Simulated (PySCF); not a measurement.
# RuH₂: quintet, from a side-on start

Aim: relax RuH₂ as a quintet from a hand-made side-on geometry, check by its vibrations whether the end is a minimum, and collect its spectrum and constants.

Method: PBE0, basis Ru def2-TZVP with ECP28, H def2-TZVP, scalar-relativistic core potentials, no spin–orbit coupling, density fitting; program: PySCF 2.14.0.

### Step 1. The starting structure

3 atoms, charge 0, spin multiplicity 5.

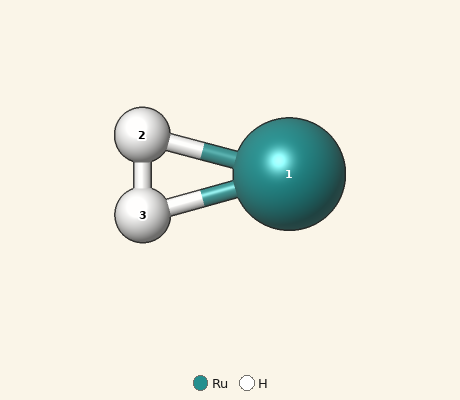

The starting geometry (ruthenium teal, hydrogen white); atoms are numbered from 1 in the order of the file.

Coordinates in bohr (charge 0 multiplicity 5):
```
Ru    0.0000    0.0000   -0.0566
H     0.7937    0.0000    2.8636
H    -0.7937    0.0000    2.8636
```

### Step 2. Side-on start, quintet: relaxation

The steps below are one call of a driver around PySCF. For each, scf.py gives the equivalent set-up of the SCF; relaxations use the driver's own optimiser. Before each start the driver seeks the lowest SCF state from one or more starting densities and follows internal instabilities, so scf.py alone need not reach the same state.

The program finds C2v symmetry in the start, which this walk keeps.

File scf.py:

```python
from pyscf import gto, scf, dft
mol = gto.M(atom='''
Ru     0.000000     0.000000    -0.029974
H      0.420000    -0.000000     1.515368
H     -0.420000     0.000000     1.515368''',
    basis={'Ru': 'def2-TZVP', 'H': 'def2-TZVP'},
    ecp={'Ru': 'def2-TZVP'},
    charge=0, spin=4)
mf = dft.UKS(mol, xc='PBE0')
mf.grids.atom_grid = (50, 194)
aux = {'Ru': 'def2-universal-JKFIT', 'H': 'def2-universal-JKFIT'}
mf = mf.density_fit(auxbasis=aux)
mf.kernel()
```

The runs that follow: Is it a minimum? Harmonic modes.

**Question.** What will these runs give? Wanted: minimum; geometry; wavenumbers; dipole moment; highest occupied, lowest empty level; polar-tensor charge of Ru1; zero-point energy; atomisation energy; ⟨S²⟩.

**Answer**, as computed:

| quantity | value |
| --- | --- |
| minimum | quintet, C2v |
| geometry | H–H 0.809 Å, Ru–H 1.893 Å (×2); H–H–Ru 77.7° (×2), H–Ru–H 24.7° |
| wavenumbers (cm⁻¹) | 630 (a1), 960 (b2), 3454 (a1) |
| dipole moment | 1.87 D |
| highest occupied, lowest empty level (either spin) | -4.47, -2.23 eV |
| polar-tensor charge of Ru1 | -0.09 e |
| zero-point energy | 30.2 kJ/mol |
| entropy at 298.15 K | 236.5 J/(mol K) |
| atomisation energy (no zero-point energy) | 428 kJ/mol |
| ⟨S²⟩ | 6.012 |

In words: The side-on start keeps its C2v symmetry and ends in a minimum. The strongest infrared band lies at 3454 cm⁻¹ (a1). Most of the spin sits on Ru1 (Mulliken spin 3.99, against 4 for the whole molecule). Other starts or spin states, not run here, may lie lower. One determinant may miss the lowest occupation of an open d or f shell.
